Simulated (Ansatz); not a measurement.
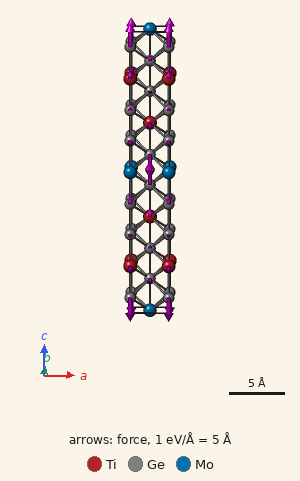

Starting geometry of crystalline Ti₂Ge₆Mo (a generated structure, set up in I4/mmm) (coarse preliminary run) with the computed forces as purple arrows. Style: ball-and-stick. Shown: the conventional cell (2 times the calculation's cell), from a free direction. Lengths and directions refer to the drawn axes.

Level of theory: DFT PBE, scalar-relativistic, plane waves, PAW in Ansatz.

Input file:
```yaml
crystal:
  lattice:
    - [-1.76334813, 1.76334813, 13.04331194]
    - [1.76334813, -1.76334813, 13.04331194]
    - [1.76334813, 1.76334813, -13.04331194]
  atoms:
    - { symbol: Ti, position: [0.83333333, 0.83333333, 0.0] }
    - { symbol: Ti, position: [0.16666667, 0.16666667, 0.0] }
    - { symbol: Ge, position: [0.05389142, 0.05389142, 0.0] }
    - { symbol: Ge, position: [0.72055809, 0.72055809, 0.0] }
    - { symbol: Ge, position: [0.38722475, 0.38722475, 0.0] }
    - { symbol: Ge, position: [0.94610858, 0.94610858, 0.0] }
    - { symbol: Ge, position: [0.61277525, 0.61277525, 0.0] }
    - { symbol: Ge, position: [0.27944191, 0.27944191, 0.0] }
    - { symbol: Mo, position: [0.5, 0.5, 0.0] }
basis:
  ecutwfc: 420
kpoints:
  mp_grid: { grid: [6, 6, 6] }
hamiltonian:
  xc: pbe
scf:
  occupations: { method: gaussian, width: 0.1 }
  lower_state_search: "off"
output:
  forces: true
  stress: true
  eigenvalues: true
relax:
  adjacent_minimum: "off"
  f_tol: 0.04
  max_steps: 70
  cell: { stress_tol: 0.4 }
```

Run as
```bash
ansatz run input.yaml --threads 4 --pin off --max-ram 8192MiB --backend cpu --events-out ev --progress --plain --runs-dir out
```

Q: Is this structure relaxed? If not, where do the atoms go?

A: It isn't relaxed: the largest force vector, on Ge atoms, is 0.45 eV/Å. The final displacements follow the starting forces only in part (cosine between the two patterns 0.67). Over 3 accepted moves (4 points after the start) the energy falls by 0.800 eV per cell of the calculation. Largest force component: 0.45 eV/Å at the start, 0.024 eV/Å at the end. Pressure: −11.33 GPa at the start and 0.01 GPa at the end. The SCF was repeated once at an unchanged geometry on a basis and grid sized afresh for the cell, which shifted the energy by 4.3 meV per cell of the calculation at most. The largest moves relative to the cell, 0.060 Å, are those of Ge5 and Ge7. Ge5 goes along +c. By element the largest moves are Ge 0.060 Å, Ti 0.043 Å. Mo stays in place. Cell: a = b 3.527 → 3.346 Å (−5.1 %), c 26.087 → 25.691 Å (−1.5 %). Volume −11.4 %. Among the contacts that change: Ge3–Ge7 2.929 → 2.791 Å, Ge3–Mo9 2.863 → 2.727 Å, Ti1–Ge5 2.863 → 2.750 Å, Ge5–Mo9 2.942 → 2.837 Å. The space group stays I4/mmm (No. 139).
